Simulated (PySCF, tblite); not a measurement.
# C7H11BS: geometry, infrared bands and NMR shifts

What infrared bands and NMR shifts should C7H11BS (`CSB[C@H]1CCC12C=C2`) show?

The runs use tblite 0.8.0 and PySCF 2.14.0, with density-fitted response routines of our own; the level of theory stands in each step. All values are computed, except where a source is named. Atoms are numbered from 0 throughout.

**1. The molecule as given**

20 atoms, charge 0, multiplicity 1; geometry from: force field or distance geometry start.

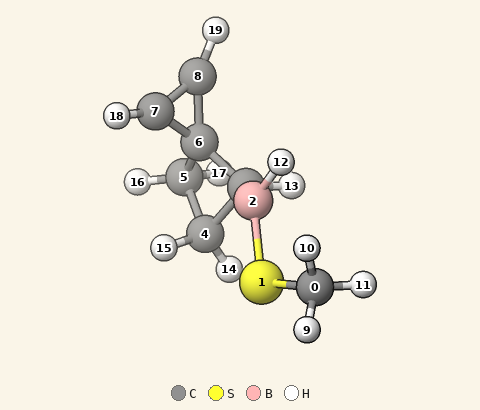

The starting geometry (carbon grey, sulfur yellow, boron pink, hydrogen white), atoms numbered; sticks join atoms by distance.

**2. Geometry optimisation with GFN2-xTB**

Job settings and geometry (Å):

```
{"job": {"kind": "relax", "xc": "GFN2-xTB", "basis": "xTB"}, "charge": 0, "multiplicity": 1}
C      3.891100     0.393400    -0.183900
S      2.316700    -0.077500     0.566700
B      0.873800     0.427200    -0.512100
C     -0.383100    -0.511200    -0.623200
C     -0.805700    -1.201200     0.703800
C     -2.248500    -1.013300     0.182800
C     -1.695300     0.113000    -0.552500
C     -1.949000     1.542000    -0.295100
C     -2.327500     1.010900    -1.486200
H      4.688400     0.455200     0.577900
H      3.815500     1.420400    -0.618800
H      4.202300    -0.264400    -0.990500
H      1.139900     1.026600    -1.510800
H     -0.239400    -1.329200    -1.373200
H     -0.481300    -2.217600     0.833800
H     -0.703100    -0.500100     1.571700
H     -2.972800    -0.903800     0.989600
H     -2.458900    -1.926100    -0.446200
H     -1.876200     2.380500     0.392400
H     -2.791900     1.185900    -2.458400
```

On the command line:

```sh
$ OMP_NUM_THREADS=1 python probes_run.py task.json out
```

This one command runs all jobs of the session in turn.

**Question.** This job is followed by: GFN2-xTB harmonic vibrations, gas phase; GIAO PBE0/pcSseg-1 NMR shielding, non-relativistic, gas phase. Predict these results of the whole session: strongest single infrared mode (GFN2-xTB); zero-point energy (GFN2-xTB); 13C shifts against TMS (PBE0/pcSseg-1); 1H shifts against TMS (PBE0/pcSseg-1, means over atoms taken as alike); 33S shifts against CS2 (PBE0/pcSseg-1); 11B shifts against BF3·OEt2 (PBE0/pcSseg-1).

As calculated:

| quantity | value |
| --- | --- |
| strongest single infrared mode (GFN2-xTB) | 1126 cm⁻¹, 228 km/mol |
| zero-point energy (GFN2-xTB) | 99.5 kcal/mol |
| 13C shifts against TMS (PBE0/pcSseg-1) | 134.3, 132.6, 45.8, 36.3, 27.0, 20.4, 16.8 ppm |
| 1H shifts against TMS (PBE0/pcSseg-1, means over atoms taken as alike) | 7.79, 7.64, 7.08, 2.77, 2.42, 2.25, 2.13, 2.11, 1.97 ppm |
| 33S shifts against CS2 (PBE0/pcSseg-1) | 70 ppm |
| 11B shifts against BF3·OEt2 (PBE0/pcSseg-1) | 73.4 ppm |

The optimisation took 131 steps and gained 1.369 eV; among the close pairs (by a distance rule), S1–B2 changed most, from 1.871 to 1.764 Å. All 54 modes are real, so the xTB geometry is a minimum. The strongest single mode, at 1126 cm⁻¹, has its largest shares on B2, H12, H13 and C3 (the list is cut at 4 atoms). GFN2-xTB is a fitted tight-binding method: band positions and strengths are rough. Its intensities can rank the bands wrongly. At PBE0/pcSseg-1: The widest tensor belongs to S1: span 418 ppm, with a paramagnetic part of -627 ppm.
